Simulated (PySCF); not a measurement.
# C2H4Br2 (SMILES CC(Br)Br): levels of theory compared

Aim: a comparison of 6 runs (B3LYP/def2-SVP, BLYP/def2-SVP, PBE/def2-SVP, r2SCAN/def2-SVP, revPBE/def2-SVP, CCSD(T)/def2-SVP) of C2H4Br2. The job is set up through a Python script.

The results are computed with PySCF 2.14.0.

## 1. The system as given

The species is C2H4Br2 (8 atoms), meant as a singlet with charge 0. SMILES: `CC(Br)Br`. The shape is that of a GFN2-xTB optimisation.

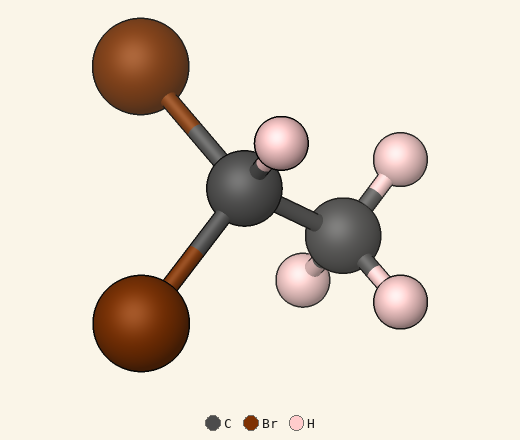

Viewed from a chosen angle; carbon dark grey, bromine brown, hydrogen pink.

## 2. A single-point energy at B3LYP/def2-SVP (run 1)

input.py

```python
from pyscf import gto, dft

mol = gto.M(
    atom='''
C      0.377756     1.554829     0.037133
C     -0.338582    -1.191246     0.291471
Br     2.428185    -3.386881    -0.828286
Br    -3.381797    -1.961403    -1.673844
H      0.780816     2.027619    -1.924837
H     -1.168304     2.743712     0.696515
H      2.053263     1.948704     1.167057
H     -0.751336    -1.735317     2.234790
''',
    unit='bohr',
    verbose=4,
    max_memory=1860,
    basis='def2-svp',
    charge=0,
)

mf = dft.RKS(mol)
mf.xc = 'b3lyp'
mf.conv_tol = 1e-10
mf.grids.level = 5
mf.kernel()
if not mf.converged:
    mf = mf.newton().run(mf.mo_coeff, mf.mo_occ)

e_tot = mf.e_tot
print('E(%s) = %.9f' % ('B3LYP', e_tot))
```

Command:

```console
$ OMP_NUM_THREADS=1 python input.py
```

What it wrote:

```text
PySCF version 2.14.0

[INPUT] num. atoms = 8
[INPUT] num. electrons = 86
[INPUT] charge = 0
[INPUT] spin (= nelec alpha-beta = 2S) = 0
[INPUT] symmetry False subgroup None
[INPUT] Mole.unit = bohr
[INPUT] Symbol           X                Y                Z      unit          X                Y                Z       unit  Magmom
[INPUT]  1 C      0.199899866488   0.822780073678   0.019649937373 AA    0.377756000000   1.554829000000   0.037133000000 Bohr   0.0
[INPUT]  2 C     -0.179169878428  -0.630380235800   0.154239810844 AA   -0.338582000000  -1.191246000000   0.291471000000 Bohr   0.0
[INPUT]  3 Br     1.284940165898  -1.792260241298  -0.438310075324 AA    2.428185000000  -3.386881000000  -0.828286000000 Bohr   0.0
[INPUT]  4 Br    -1.789569904358  -1.037929769030  -0.885760099435 AA   -3.381797000000  -1.961403000000  -1.673844000000 Bohr   0.0
[INPUT]  5 H      0.413190033122   1.072969767228  -1.018579875136 AA    0.780816000000   2.027619000000  -1.924837000000 Bohr   0.0
[INPUT]  6 H     -0.618239852227   1.451909863728   0.368579865064 AA   -1.168304000000   2.743712000000   0.696515000000 Bohr   0.0
[INPUT]  7 H      1.086539987625   1.031209747629   0.617579968245 AA    2.053263000000   1.948704000000   1.167057000000 Bohr   0.0
[INPUT]  8 H     -0.397589888944  -0.918290210122   1.182599939192 AA   -0.751336000000  -1.735317000000   2.234790000000 Bohr   0.0

nuclear repulsion = 474.139131605394
number of shells = 48
number of NR pGTOs = 224
number of NR cGTOs = 112
basis = def2-svp
ecp = {}

******** <class 'pyscf.dft.rks.RKS'> ********
method = RKS
initial guess = minao
damping factor = 0
level_shift factor = 0
DIIS = <class 'pyscf.scf.diis.CDIIS'>
diis_start_cycle = 1
diis_space = 8
diis_damp = 0
SCF conv_tol = 1e-10
SCF conv_tol_grad = None
SCF max_cycles = 50
direct_scf = True
direct_scf_tol = 1e-13
XC library pyscf.dft.libxc version 7.0.0
    S. Lehtola, C. Steigemann, M. J.T. Oliveira, and M. A.L. Marques.,  SoftwareX 7, 1–5 (2018)
XC functionals = b3lyp
    P. J. Stephens, F. J. Devlin, C. F. Chabalowski, and M. J. Frisch.,  J. Phys. Chem. 98, 11623 (1994)
radial grids:
    Treutler-Ahlrichs [JCP 102, 346 (1995); DOI:10.1063/1.469408] (M4) radial grids

becke partition: Becke, JCP 88, 2547 (1988); DOI:10.1063/1.454033
pruning grids: <function nwchem_prune>
grids dens level: 5
symmetrized grids: False
atomic radii adjust function: <function treutler_atomic_radii_adjust>
small_rho_cutoff = 0
Set gradient conv threshold to 1e-05
Initial guess from minao.
tot grids = 269592
init E= -5224.35914077716
  HOMO = -0.303680302442769  LUMO = -0.0729995901622011  gap/eV = 6.27714
cycle= 1 E= -5226.27193791099  delta_E= -1.91  |g|= 0.343  |ddm|= 2.86
  HOMO = -0.261451637487811  LUMO = -0.0552235748936005  gap/eV = 5.61175
cycle= 2 E= -5226.2361012694  delta_E= 0.0358  |g|= 0.509  |ddm|= 0.818
  HOMO = -0.268241378824512  LUMO = -0.0259017950757352  gap/eV = 6.59440
cycle= 3 E= -5226.30038843897  delta_E= -0.0643  |g|= 0.094  |ddm|= 0.515
  HOMO = -0.272194389068094  LUMO = -0.0347547272886648  gap/eV = 6.46106
cycle= 4 E= -5226.30224530825  delta_E= -0.00186  |g|= 0.0278  |ddm|= 0.103
  HOMO = -0.273542988198447  LUMO = -0.0340595212829382  gap/eV = 6.51668
cycle= 5 E= -5226.30245496977  delta_E= -0.00021  |g|= 0.00404  |ddm|= 0.033
  HOMO = -0.273111642004723  LUMO = -0.0336586407635702  gap/eV = 6.51585
cycle= 6 E= -5226.30245936143  delta_E= -4.39e-06  |g|= 0.000795  |ddm|= 0.00622
  HOMO = -0.273196364737469  LUMO = -0.0337315505213764  gap/eV = 6.51617
cycle= 7 E= -5226.30245953814  delta_E= -1.77e-07  |g|= 0.000145  |ddm|= 0.00137
  HOMO = -0.273183905687369  LUMO = -0.0337220065945143  gap/eV = 6.51609
cycle= 8 E= -5226.30245954272  delta_E= -4.58e-09  |g|= 2.44e-05  |ddm|= 0.000197
  HOMO = -0.273187288230218  LUMO = -0.0337247324381225  gap/eV = 6.51611
cycle= 9 E= -5226.30245954284  delta_E= -1.16e-10  |g|= 6.34e-06  |ddm|= 4.12e-05
  HOMO = -0.273186361578344  LUMO = -0.033723982227118  gap/eV = 6.51610
cycle= 10 E= -5226.30245954285  delta_E= -1.09e-11  |g|= 1.18e-06  |ddm|= 1.11e-05
  HOMO = -0.273186563695505  LUMO = -0.0337240269579597  gap/eV = 6.51611
Extra cycle  E= -5226.30245954285  delta_E= 1.82e-12  |g|= 1.36e-06  |ddm|= 3.75e-06
converged SCF energy = -5226.30245954285
E(B3LYP) = -5226.302459543
```

Run time: 32 s. Hardware: 1 thread of Intel Xeon at 2.70GHz, shared host; peak memory 0.63 GiB.

## 3. The energy at BLYP/def2-SVP (run 2)

run.py

```python
from pyscf import gto, dft

mol = gto.M(
    atom='''
C      0.377756     1.554829     0.037133
C     -0.338582    -1.191246     0.291471
Br     2.428185    -3.386881    -0.828286
Br    -3.381797    -1.961403    -1.673844
H      0.780816     2.027619    -1.924837
H     -1.168304     2.743712     0.696515
H      2.053263     1.948704     1.167057
H     -0.751336    -1.735317     2.234790
''',
    spin=0,
    max_memory=1860,
    verbose=3,
    basis='def2-svp',
    unit='bohr',
)

calc0 = dft.RKS(mol, xc='blyp')
calc0.grids.level = 5
calc0.conv_tol = 1e-10
calc0.kernel()
if not calc0.converged:
    calc0 = calc0.newton().run(calc0.mo_coeff, calc0.mo_occ)

etot = calc0.e_tot
print('E(%s) = %.9f' % ('BLYP', etot))
```

Command:

```console
$ OMP_NUM_THREADS=1 python run.py
```

What it wrote:

```text
converged SCF energy = -5226.24405526675
E(BLYP) = -5226.244055267
```

Run time: 34 s. Hardware: 1 thread of Intel Xeon at 2.70GHz, shared host; peak memory 0.63 GiB.

Runs 3 to 5 aren't shown in full; the table further down has their settings and results.

## 4. A single-point energy at CCSD(T)/def2-SVP (run 6)

run.py

```python
from pyscf import gto, scf, cc

mol = gto.M(
    atom='''
C        0.199900       0.822780       0.019650
C       -0.179170      -0.630380       0.154240
Br       1.284940      -1.792260      -0.438310
Br      -1.789570      -1.037930      -0.885760
H        0.413190       1.072970      -1.018580
H       -0.618240       1.451910       0.368580
H        1.086540       1.031210       0.617580
H       -0.397590      -0.918290       1.182600
''',
    spin=0,
    max_memory=1860,
    basis='def2-svp',
    charge=0,
    verbose=3,
)

mf = scf.RHF(mol)
mf.conv_tol = 1e-10
mf.kernel()
if not mf.converged:
    mf = mf.newton().run(mf.mo_coeff, mf.mo_occ)

mycc = cc.CCSD(mf, frozen=20)
mycc.kernel()
e_t = mycc.ccsd_t()
energy = mycc.e_tot + e_t
print('Final energy', energy)
```

Command:

```console
$ OMP_NUM_THREADS=1 python run.py
```

What it wrote:

```text
converged SCF energy = -5222.20151615791
E(CCSD) = -5222.978917869248  E_corr = -0.7774017113405964
CCSD(T) correction = -0.0210852672024152
Final energy -5223.000003136451
```

It took 2 min on 1 thread of Intel Xeon at 2.70GHz, shared host; peak memory 0.88 GiB.

## 5. All runs side by side

| run | level | integration grid | frozen core orbitals | energy (Eh) | dipole moment (D) of the reference | HOMO energy (eV) | LUMO energy (eV) | wall time |
| --- | --- | --- | --- | --- | --- | --- | --- | --- |
| 1 | B3LYP/def2-SVP | 5 | – | -5226.302460 | 1.87 | -7.43 | -0.92 | 32 s |
| 2 | BLYP/def2-SVP | 5 | – | -5226.244055 | 1.77 | -6.19 | -1.51 | 34 s |
| 3 | PBE/def2-SVP | 5 | – | -5225.365599 | 1.85 | -6.43 | -1.69 | 30 s |
| 4 | r2SCAN/def2-SVP | 5 | – | -5226.183549 | 2.03 | -6.83 | -1.62 | 44 s |
| 5 | revPBE/def2-SVP | 5 | – | -5225.783421 | 1.85 | -6.40 | -1.63 | 36 s |
| 6 | CCSD(T)/def2-SVP | – | 20 | -5223.000003 | 2.17 | -10.71 | 3.14 | 2 min |

## 6. Results

```
                                           quantity           value
                                run 6: total energy  -5223.00000 Eh
        run 6: dipole moment (Hartree–Fock density)          2.17 D
         run 6: HOMO energy (Hartree–Fock orbitals)       -10.71 eV
         run 6: LUMO energy (Hartree–Fock orbitals)         3.14 eV
       run 6: HOMO–LUMO gap (Hartree–Fock orbitals)        13.86 eV
run 6: correlation energy (20 core orbitals frozen)      -798.5 mEh
                              run 6: (T) correction      -21.09 mEh
                               run 6: T1 diagnostic           0.007
```

What this shows: Over runs 1, 2, 3, 4, 5 the dipole moment (its size) runs from 1.77 D (BLYP/def2-SVP) to 2.03 D (r2SCAN/def2-SVP). Over runs 1, 2, 3, 4, 5 the HOMO–LUMO gap runs from 4.68 eV (BLYP/def2-SVP) to 6.52 eV (B3LYP/def2-SVP). Totals of different functionals can't be ranked against each other. All runs together took 4.9 min, the longest 2 min.
